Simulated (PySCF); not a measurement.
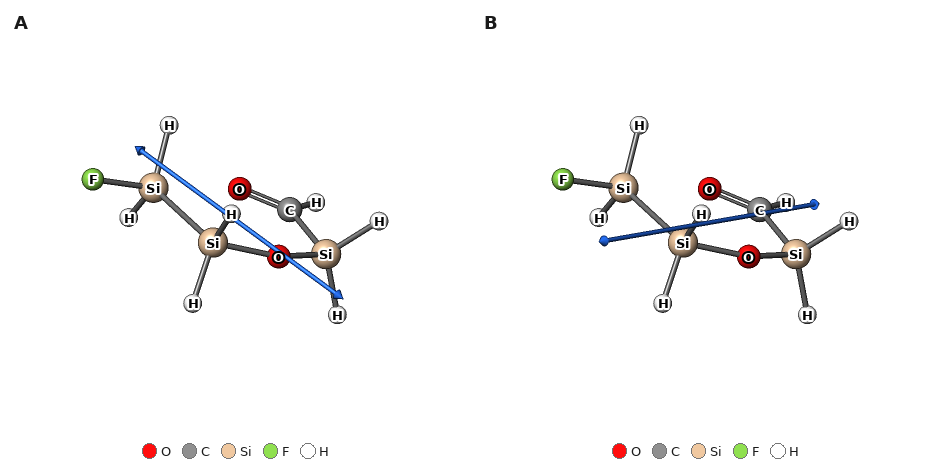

The double arrows show the directions of two transition dipoles from the ground state (lengths mean nothing). The computed structure is the end point of a GFN2-xTB optimisation. No frequency run is at hand to confirm it as a minimum. Properties computed with TDDFT CAM-B3LYP/def2-SVPD, vertical, gas phase, core orbitals frozen in the response (PySCF 2.14.0).

### One belongs to singlet state 4 and one to singlet state 7. Which is which?

A: state 4, 6.49 eV (191 nm), oscillator strength 0.031, mainly HOMO−2 → LUMO (weight 0.81).
B: state 7, 7.03 eV (176 nm), oscillator strength 0.058, mainly HOMO → LUMO+2 (weight 0.55).

The geometry is semi-empirical. Around Si such bond lengths and angles can be off by a tenth of an ångström or more and by several degrees, and values that hang on the shape move with them.
